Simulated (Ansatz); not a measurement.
**Cu (Cmcm): band structure from a Python script**

Does Cu (Cmcm) have a gap, and where are its band edges? Aim: a band structure, for Cu (Cmcm), run from a script.

Computed with the Python package of Ansatz 0.2.0. Level of theory: DFT LDA, plane waves, PAW.

### Step 1. The system

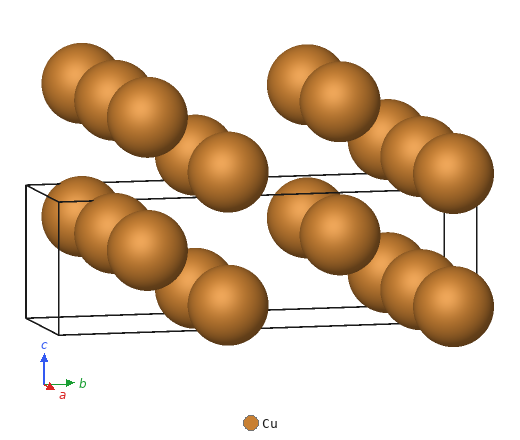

The structure that the script starts from, seen slightly off an axis (copper orange). 2×1×2 cells are drawn. The cell is the conventional one. Atoms on cell faces are repeated.

cu.xyz, read by the script:

```xyz
2
Lattice="1.21846369 -3.97637801 0.0 1.21846369 3.97637801 0.0 0.0 0.0 2.47549552" Properties=species:S:1:pos:R:3 pbc="T T T"
Cu    1.21846369    2.91176920    0.61887388
Cu    1.21846369   -2.91176920    1.85662164
```

### Step 2. The code

Input file bands_cu.py:

```python
from collections import Counter
import json

import ansatz as az
import matplotlib.pyplot as plt
import numpy as np

config = {
    'occupations': 'Marzari-Vanderbilt',
    'width_ev': 0.15,
    'cutoff': 470,
    'kmesh': (14, 14, 13),
    'functional': 'LDA',
    'n_empty': 10,
}


def main() -> None:
    cell = az.Crystal.from_extxyz('cu.xyz')

    path = [
        ('G', (0.0, 0.0, 0.0)),
        ('S', (0.0, 0.5, 0.0)),
        ('R', (0.0, 0.5, 0.5)),
        ('Z', (0.0, 0.0, 0.5)),
        ('T', (-0.5, 0.5, 0.5)),
    ]
    setup = (
        cell.calculation()
        .occupations(config['occupations'], width=config['width_ev'])
        .basis(config['cutoff'])
        .kpoints(mesh=config['kmesh'])
        .functional(config['functional'])
        .pseudopotentials('paw')
        .band_structure([point for _, point in path], intervals=4)
        .scf(extra_bands=config['n_empty'])
    )
    done = setup.run(events_out='events.ndjson')
    data = done.report
    with open('events.ndjson') as stream:
        kinds = Counter(json.loads(line)['event'] for line in stream)
    print('events:', {kind: kinds[kind] for kind in ('scf_iter', 'scf_done', 'notice', 'finished')})

    n_atoms = len(data['lattice']['sites'])
    print('F =', round(data['free_energy_ev'], 4), 'eV for', n_atoms, 'atoms')
    print('E(sigma -> 0) =', round(data['energy_sigma0_ev'], 4), 'eV, TS =', round(data['entropy_ts_ev'], 5), 'eV')
    print('closed by', data['closed_by'], 'after', data['n_iterations'], 'iterations')

    bands = done.band_structure()
    fermi = bands.fermi_energy_ev
    print(f'zero of the bands: {fermi:.3f} eV, the Fermi level found on the SCF mesh')
    reciprocal = 2 * np.pi * np.linalg.inv(done.lattice.cell_ang).T
    steps = np.linalg.norm(np.diff(bands.kpoints_frac @ reciprocal, axis=0), axis=1)
    distance = np.concatenate([[0], np.cumsum(steps)])
    fig, ax = plt.subplots(figsize=(5, 4))
    for channel, colour in zip(bands.channels, ('C0', 'C3')):
        ax.plot(distance, channel.eigenvalues_ev - fermi, colour, lw=1)
    ax.set_xticks(distance[::4], [label for label, _ in path])
    ax.set(ylim=(-6, 6), ylabel='E - E_F (eV)', xlim=(0, distance[-1]))
    ax.grid(axis='x')
    fig.savefig('bands.png', dpi=100)
    first = bands.channels[0].eigenvalues_ev - fermi
    near = np.argsort(np.abs(first.mean(axis=0)))[:4]
    for band in sorted(near):
        print(f'band {band + 1}: {first[:, band].min():.3f} to {first[:, band].max():.3f} eV')


if __name__ == '__main__':
    main()
```

### Step 3. What the engine is handed

The package turns the script's settings into the engine's input:

```yaml
crystal:
  lattice:
    - [1.21846369, -3.97637801, 0.0]
    - [1.21846369, 3.97637801, 0.0]
    - [0.0, 0.0, 2.47549552]
  atoms:
    - { symbol: Cu, position: [0.13386665041938503, 0.8661333495806149, 0.25] }
    - { symbol: Cu, position: [0.8661333495806149, 0.13386665041938503, 0.75] }
basis:
  ecutwfc: 470.0
kpoints:
  mp_grid:
    grid: [14, 14, 13]
  band_path:
    path:
      - [0.0, 0.0, 0.0]
      - [0.0, 0.5, 0.0]
      - [0.0, 0.5, 0.5]
      - [0.0, 0.0, 0.5]
      - [-0.5, 0.5, 0.5]
    npoints: 4
hamiltonian:
  xc: lda
  pseudopotentials:
    kind: paw
scf:
  n_extra_bands: 10
  occupations:
    method: cold
    width: 0.15
```

### Step 4. Running it

Started as:

```bash
python bands_cu.py
```

Output:

```text
events: {'scf_iter': 6, 'scf_done': 1, 'notice': 2, 'finished': 1}
F = -13111.0941 eV for 2 atoms
E(sigma -> 0) = -13111.0941 eV, TS = -8e-05 eV
closed by deck_thresholds after 6 iterations
zero of the bands: 15.972 eV, the Fermi level found on the SCF mesh
band 17: -2.227 to -1.232 eV
band 18: -1.986 to -1.232 eV
band 19: -1.557 to 3.683 eV
band 20: -0.939 to 3.683 eV
```

It took 28 s on 1 thread of Arm Neoverse N1, shared host; peak memory 0.58 GiB.

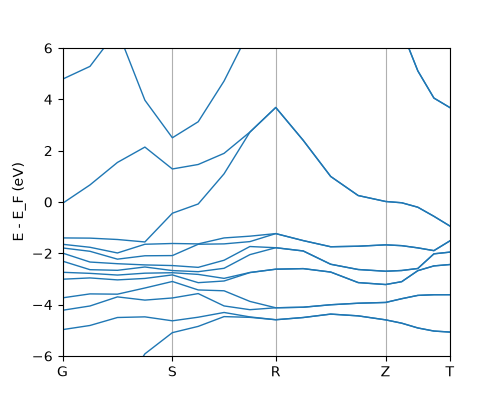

bands.png, as the script drew it.

### Step 5. What the engine kept of the run

From the engine's report, whether the script printed it or not:

| item | value |
| --- | --- |
| SCF cycles in all | 6 |
| k-points solved | 399 |
| plane waves | 567 |
| bands | 29 |
| valence electrons | 38 |
| free energy (eV) | -13111.09409 |
| Fermi level (eV) | 15.972 |
| lowest empty less highest filled level on the mesh, by band count (eV) | -5.231 |

### Step 6. Band structure

The run's results hold a band table, bands.tsv.

From bands.tsv, the levels nearest the Fermi level at the path's corners, in eV from the Fermi level:

```
point  band 16  band 17  band 18  band 19  band 20  band 21  band 22  band 23
    Γ    -1.99    -1.79    -1.65    -1.40    -0.05     4.78    14.64    18.25
    S    -2.48    -2.09    -1.62    -0.44     1.29     2.50     6.88    12.83
    R    -1.78    -1.23    -1.23     3.68     3.68     7.46     7.46     9.64
    Z    -2.70    -1.67    -1.67     0.02     0.02     8.18     8.18     9.39
    T    -1.95    -1.51    -1.51    -0.94    -0.94     3.68     3.68    17.79
```

### Step 7. What came out

```
         quantity                                value
      free energy  -13111.0941 eV (-6555.5470 eV/atom)
bands on the path                cross the Fermi level
```

Bands cross the Fermi level along the path, so it is a metal at this level. Notes:
- Under cold or Methfessel-Paxton smearing the entropy term is a generalised one and can be negative.
- This isn't the structure that Cu takes at ambient conditions.
- Gaps and levels are Kohn-Sham values on a finite set of k-points. Whether this is the phase that is stable at ambient conditions was not tested.
